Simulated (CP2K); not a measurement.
# SiH4SeSO2 (SMILES O[Si](O)(S)[SeH]) at PM3

What is the vertical electron affinity of SiH4SeSO2 at PM3? 

The calculation is run with CP2K 2026.2.

3 further runs of the same task are left out: 2 that didn't finish, 1 set aside as unsound or not needed.

**1. Starting point**

SiH4SeSO2: 9 atoms, total charge 0, spin state singlet. SMILES: `O[Si](O)(S)[SeH]`. The shape comes from a force field and isn't a relaxed structure. This is one conformer, not always the lowest.

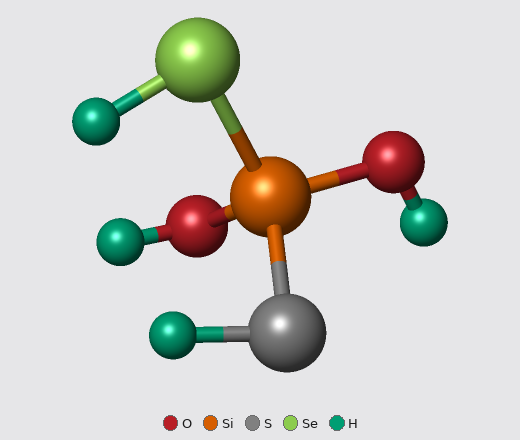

Viewed from a chosen angle; oxygen red, silicon orange, sulfur grey, selenium green, hydrogen teal.

**2. Energy and forces at PM3**

Contents of qs.inp:

```
&GLOBAL
  PROJECT_NAME qs
  RUN_TYPE ENERGY_FORCE
  PRINT_LEVEL MEDIUM
&END

&FORCE_EVAL
  METHOD Quickstep
  &DFT
    &QS
      METHOD PM3
      EPS_DEFAULT 1.0E-10
      &SE
        &COULOMB
          CUTOFF [angstrom] 50
          RC_RANGE [angstrom] 0
        &END
        &EXCHANGE
          CUTOFF [angstrom] 50
          RC_RANGE [angstrom] 0
        &END
      &END
    &END
    &POISSON
      PERIODIC NONE
      POISSON_SOLVER ANALYTIC
    &END
    &SCF
      SCF_GUESS ATOMIC
      EPS_SCF 1.0E-07
      MAX_SCF 30
      &OT
        MINIMIZER DIIS
        PRECONDITIONER FULL_SINGLE_INVERSE
      &END
      &OUTER_SCF
        EPS_SCF 1.0E-07
        MAX_SCF 10
      &END
    &END
    &PRINT
      &MOMENTS
        PERIODIC F
        REFERENCE COM
        MAX_MOMENT 1
      &END
      &MO_CUBES
        NLUMO 5
        NHOMO -1
        WRITE_CUBE F
      &END
      &HIRSHFELD OFF
      &END
    &END
  &END
  &SUBSYS
    &CELL
      ABC 12.3 11.1 11.2
      PERIODIC NONE
    &END
    &COORD
      O      0.139600     0.800000    -1.383500
      Si     0.452800     0.024000     0.068200
      O      2.126400    -0.096300     0.231700
      S     -0.331800    -1.928700     0.026100
      Se    -0.399600     1.188500     1.812000
      H     -0.897700     0.913900    -1.414700
      H      2.484900    -0.597000    -0.550500
      H     -1.669600    -1.405900    -0.110400
      H     -1.816500     1.055300     1.304100
    &END
    &TOPOLOGY
      &CENTER_COORDINATES
      &END
    &END
  &END
  &PRINT
    &FORCES ON
    &END
  &END
&END
```

On the command line:

```
$ OMP_NUM_THREADS=1 cp2k.psmp -i qs.inp -o qs.out
```

Log:

```text
CP2K| version string:                                       CP2K version 2026.2
[...]
 GLOBAL| Method name                                                        CP2K
[...]
 GLOBAL| Run type                                                   ENERGY_FORCE
[...]
                             - Atoms:                                          9
[...]
                             - Spherical basis functions:                     24
[...]
 Number of electrons:                                                         32
[...]
     1 OT DIIS     0.80E-01    0.0     0.28457801       -36.4289309665 -3.64E+01
[...]
    21 OT DIIS     0.80E-01    0.0     0.00000007       -40.6146190104 -8.46E-13
  *** SCF run converged in    21 steps ***
  Core-core repulsion energy [eV]:                           2026.20996657384990
  Core Hamiltonian energy [eV]:                             -1788.02578046838153
  Two-electron integral energy [eV]:                        -2686.72834837202618
  Electronic energy [eV]:                                   -3131.38995465439439
  Total energy [eV]:                                        -1105.17998808054472
  Atomic reference energy [eV]:                              1099.13161433293226
  Heat of formation [kcal/mol]:                              -139.47882316290097
[...]
 SE_DIPOLE| Moment [Debye]          2.00310433       0.05071250       2.51993539
 SE_DIPOLE| Derivative [a.u.]       0.00000000       0.00000000       0.00000000
 *** WARNING in qs_scf_post_se.F:140 :: Printing of MO cube files not ***
 *** implemented for Semi-Empirical method.                           ***
 ENERGY| Total FORCE_EVAL ( QS ) energy [hartree]            -40.614619010428335
 FORCES| Atomic forces [hartree/bohr]
 FORCES|   Atom     x               y               z               |f|
 FORCES|      1 -8.27506989E-02  1.19538476E-02 -1.91699466E-03   8.36316179E-02
 FORCES|      2  3.71801676E-02 -7.18643243E-03 -1.41861701E-02   4.04383122E-02
 FORCES|      3  1.15966840E-02 -1.75604864E-02 -3.60176385E-02   4.17147941E-02
 FORCES|      4 -3.62034917E-02 -1.27388342E-02 -5.61456152E-04   3.83834071E-02
 FORCES|      5 -1.96132821E-02  1.66120622E-02  2.16531664E-02   3.36080505E-02
 FORCES|      6  7.30867349E-02 -6.23024693E-04 -9.09186939E-03   7.36527058E-02
 FORCES|      7 -7.61861408E-03  2.28279304E-02  3.47358613E-02   4.22579904E-02
 FORCES|      8  1.59395762E-02 -1.50433010E-02  1.66945323E-03   2.19808568E-02
 FORCES|      9  8.38292415E-03  1.75823845E-03  3.71564783E-03   9.33653354E-03
 FORCES| Sum     4.71844785E-16  8.84708973E-16 -1.45716772E-16
 FORCES| Total atomic force                                       1.01320326E-15
[...]
```

It took 0.95 s on 1 thread of Arm Neoverse N1, shared host; peak memory 0.14 GiB.

**3. The doublet anion, same level**

Contents of gas.inp:

```
&GLOBAL
  PROJECT gas
  RUN_TYPE ENERGY_FORCE
  PRINT_LEVEL MEDIUM
&END GLOBAL
&FORCE_EVAL
  METHOD QUICKSTEP
  &DFT
    CHARGE -1
    MULTIPLICITY 2
    UKS T
    # Quickstep
    &QS
      METHOD PM3
      EPS_DEFAULT 1.0E-10
      &SE
        &COULOMB
          CUTOFF [angstrom] 50
          RC_RANGE [angstrom] 0
        &END COULOMB
        &EXCHANGE
          CUTOFF [angstrom] 50
          RC_RANGE [angstrom] 0
        &END EXCHANGE
      &END SE
    &END QS
    &POISSON
      PERIODIC NONE
      POISSON_SOLVER ANALYTIC
    &END POISSON
    &SCF
      SCF_GUESS ATOMIC
      EPS_SCF 1.0E-07
      MAX_SCF 30
      &OT
        MINIMIZER CG
        PRECONDITIONER FULL_SINGLE_INVERSE
      &END OT
      &OUTER_SCF
        EPS_SCF 1.0E-07
        MAX_SCF 5
      &END OUTER_SCF
    &END SCF
    # extra output
    &PRINT
      &MOMENTS
        PERIODIC F
        REFERENCE COM
        MAX_MOMENT 1
      &END MOMENTS
      &MO_CUBES
        NLUMO 3
        NHOMO -1
        WRITE_CUBE F
      &END MO_CUBES
      &HIRSHFELD OFF
      &END HIRSHFELD
    &END PRINT
  &END DFT
  # atoms, cell and kinds
  &SUBSYS
    &CELL
      ABC 12.3 11.1 11.2
      PERIODIC NONE
    &END CELL
    &COORD
      O      0.139600     0.800000    -1.383500
      Si     0.452800     0.024000     0.068200
      O      2.126400    -0.096300     0.231700
      S     -0.331800    -1.928700     0.026100
      Se    -0.399600     1.188500     1.812000
      H     -0.897700     0.913900    -1.414700
      H      2.484900    -0.597000    -0.550500
      H     -1.669600    -1.405900    -0.110400
      H     -1.816500     1.055300     1.304100
    &END COORD
    &TOPOLOGY
      &CENTER_COORDINATES
      &END CENTER_COORDINATES
    &END TOPOLOGY
  &END SUBSYS
  &PRINT
    &FORCES ON
    &END FORCES
  &END PRINT
&END FORCE_EVAL
```

On the command line:

```
$ OMP_NUM_THREADS=1 cp2k.psmp -i gas.inp > gas.out 2>&1
```

Log:

```text
CP2K| version string:                                       CP2K version 2026.2
[...]
 GLOBAL| Method name                                                        CP2K
[...]
 GLOBAL| Run type                                                   ENERGY_FORCE
[...]
                             - Atoms:                                          9
[...]
                             - Spherical basis functions:                     24
[...]
 Number of electrons:                                                         17
[...]
     1 OT CG       0.80E-01    0.0     0.13708787       -36.8607097556 -3.69E+01
[...]
     9 OT CG       0.58E+00    0.0     0.00000009       -40.7200605911 -3.26E-12
  *** SCF run converged in     9 steps ***
  Core-core repulsion energy [eV]:                           2026.20996657384990
  Core Hamiltonian energy [eV]:                             -1816.53457559679077
  Two-electron integral energy [eV]:                        -2635.44918076895601
  Electronic energy [eV]:                                   -3134.25916598126878
  Total energy [eV]:                                        -1108.04919940741888
  Atomic reference energy [eV]:                              1099.13161433293226
  Heat of formation [kcal/mol]:                              -205.64441344839454
[...]
 SE_DIPOLE| Moment [Debye]          1.86215757      -0.70587468       2.01615855
 SE_DIPOLE| Derivative [a.u.]       0.00000000       0.00000000       0.00000000
 *** WARNING in qs_scf_post_se.F:140 :: Printing of MO cube files not ***
 *** implemented for Semi-Empirical method.                           ***
 ENERGY| Total FORCE_EVAL ( QS ) energy [hartree]            -40.720060591129553
 FORCES| Atomic forces [hartree/bohr]
 FORCES|   Atom     x               y               z               |f|
 FORCES|      1 -7.75300521E-02  1.42450656E-02 -2.56680018E-02   8.29016115E-02
 FORCES|      2  9.47924686E-03  1.73308381E-02  3.27631651E-02   3.82575359E-02
 FORCES|      3  2.52111229E-02 -2.06374491E-02 -4.11428708E-02   5.24808617E-02
 FORCES|      4 -3.63555081E-02 -2.51063810E-02 -6.99413266E-03   4.47322169E-02
 FORCES|      5 -1.18212349E-02  1.78663575E-03 -1.01507112E-03   1.19985013E-02
 FORCES|      6  7.43645531E-02 -1.69732204E-03 -1.68034330E-03   7.44028979E-02
 FORCES|      7 -9.39790857E-03  2.36652113E-02  3.51658555E-02   4.34165902E-02
 FORCES|      8  1.75706474E-02 -1.12291151E-02  4.46260828E-03   2.13245292E-02
 FORCES|      9  8.47913344E-03  1.64251645E-03  4.10879071E-03   9.56429429E-03
 FORCES| Sum    -4.16333634E-16 -4.51028104E-17 -2.01227923E-16
 FORCES| Total atomic force                                       4.64608045E-16
[...]
```

It took 2.4 s on 1 thread of Arm Neoverse N1, shared host; peak memory 0.14 GiB.

**4. What came out**

At PM3:

| quantity | value |
| --- | --- |
| singlet SiH4SeSO2: total energy | -40.61462 Eh |
| singlet SiH4SeSO2: dipole moment | 3.22 D |
| singlet SiH4SeSO2: heat of formation at this unrelaxed shape | -139.5 kcal/mol |
| singlet SiH4SeSO2: largest force on an atom | 4.301 eV/Å |
| doublet anion: total energy | -40.72006 Eh |
| doublet anion: heat of formation at this unrelaxed shape | -205.6 kcal/mol |
| doublet anion: largest force on an atom | 4.263 eV/Å |
| vertical electron affinity (to the doublet anion) | 2.869 eV |

At fixed nuclei the extra electron is bound by 2.87 eV (66 kcal/mol). The largest force (singlet SiH4SeSO2) is 4.30 eV/Å: the shape isn't a stationary point for this species at this level. A minimal valence basis can't be trusted even for the sign of an electron affinity.
